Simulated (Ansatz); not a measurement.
**HF (SMILES F): CCSDT/cc-pVDZ**

Aim: the vertical singlet–triplet gap of HF at CCSDT/cc-pVDZ, from 2 runs. 

The results are computed with Ansatz 0.2.0.

57 further runs of the same task are left out: 1 that didn't finish, 56 set aside as unsound or not needed.

### Step 1. Starting point

HF has 2 atoms, charge 0, and is taken as a singlet. As SMILES, `F`. The shape is that of a PBE0-D4/def2-TZVP optimisation.

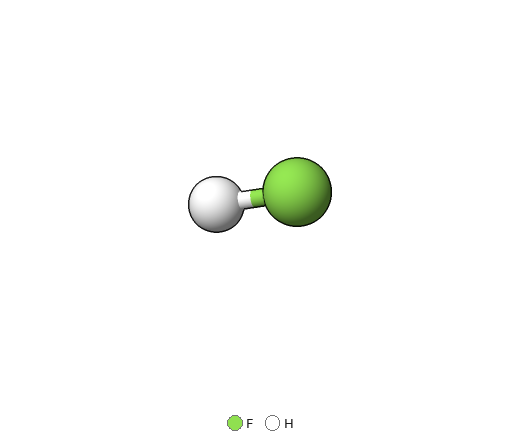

The structure, seen from a chosen angle (fluorine green, hydrogen white).

### Step 2. The energy at CCSDT/cc-pVDZ

Contents of molecule.yaml:

```yaml
crystal:
  periodic: [false, false, false]
  atoms:
    - {symbol: F, position_ang: [-0.390000, 0.144600, -0.196400]}
    - {symbol: H, position_ang: [0.390000, -0.144600, 0.196400]}
basis:
  gaussian:
    orbitals: cc-pVDZ
correlation:
  method: ccsdt
  frozen_orbitals: {F: 1, H: 0}
accuracy: high
scf:
  omitted_lower_state_checks: [cluster_reference, increment]
```

Run with:

```console
$ ansatz run molecule.yaml --threads 1 --pin off --max-ram 2610MiB --events-out events.jsonl --progress --plain --runs-dir runs
```

Log, shortened:

```text
Warning: RAYON_NUM_THREADS=1 ignored (pool sized by the plan → 1); use --threads N
Functional definition: HF
  name "HF"
[...]
301 factors; integrals over basis functions are off by at most 3.4e-9 eV
[...]
mean field -2721.66354935 eV, -100.0192906287 hartree, gradient 5.0e-8 eV, S^2 0.000000; 0 other end points of the search recorded, 0 dependent functions left out
1 core orbitals not correlated: weight in the atoms' cores, before any rotation towards them, 1.000 or more for the frozen orbitals, at most 0.000 for the correlated occupied ones
reference -2721.66354935 eV, -100.0192906287 hartree; 4, 4 occupied and 14, 14 virtual orbitals, 301 factors
second order -5.49005881 eV of doubles, -0.00000000 eV of singles
cycle   1  -5.54068458 eV  change   -5.1e-2 eV  update   3.3e-2
[...]
cycle  19  -5.68597229 eV  change   6.7e-11 eV  update  3.4e-10
Total energy: -2727.34952164 eV, -100.2282462562 hartree
Checks for a lower state left out: cluster_reference, increment
```

Wall time 0.36 s (1 thread of Arm Neoverse V2, shared host).

### Step 3. The triplet at the same level

Contents of run.yaml:

```yaml
crystal:
  periodic: [false, false, false]
  atoms:
    - {symbol: F, position_ang: [-0.390000, 0.144600, -0.196400]}
    - {symbol: H, position_ang: [0.390000, -0.144600, 0.196400]}
basis:
  gaussian: {orbitals: cc-pVDZ}
magnetization: {spin_polarized: true, initial_magnetization: 2}
correlation: {method: ccsdt, frozen_orbitals: {F: 1, H: 0}}
accuracy: high
scf: {omitted_lower_state_checks: [cluster_reference, increment]}
```

Run with:

```console
$ ansatz run run.yaml --threads 1 --pin off --max-ram 2610MiB --events-out events.jsonl --progress --plain --runs-dir runs
```

Log, shortened:

```text
Warning: RAYON_NUM_THREADS=1 ignored (pool sized by the plan → 1); use --threads N
[... 2 set-up lines as earlier in the session ...]
[...]
301 factors; integrals over basis functions are off by at most 3.4e-9 eV
[...]
mean field -2712.65263837 eV, -99.6881457581 hartree, gradient 2.1e-8 eV, S^2 2.003236; 2 other end points of the search recorded, 0 dependent functions left out
1 core orbitals not correlated: weight in the atoms' cores, before any rotation towards them, 1.000 or more for the frozen orbitals, at most 0.000 for the correlated occupied ones
reference -2712.65263837 eV, -99.6881457581 hartree; 5, 3 occupied and 13, 15 virtual orbitals, 301 factors
second order -4.14360022 eV of doubles, -0.00000000 eV of singles
cycle   1  -4.40507004 eV  change   -2.6e-1 eV  update   2.8e-2
[...]
cycle  17  -4.53019146 eV  change   4.1e-10 eV  update  4.7e-10
Total energy: -2717.18282983 eV, -99.8546272237 hartree
Checks for a lower state left out: cluster_reference, increment
```

Run time: 1 s. Hardware: 1 thread of Arm Neoverse V2, shared host.

### Step 4. Results

At CCSDT/cc-pVDZ, 1 core orbital frozen:

| quantity | value |
| --- | --- |
| singlet: total energy | -100.22825 Eh |
| singlet: correlation energy (1 core orbital frozen) | -209.0 mEh |
| singlet: T1 diagnostic | 0.005 |
| triplet: total energy | -99.85463 Eh |
| triplet: correlation energy (1 core orbital frozen) | -166.5 mEh |
| triplet: ⟨S²⟩ of the reference determinant | 2.003 |
| triplet: T1 diagnostic | 0.005 |
| vertical energy of the triplet above the singlet | 10.167 eV |

At this shape the triplet lies 10.17 eV (981 kJ/mol) above the singlet.
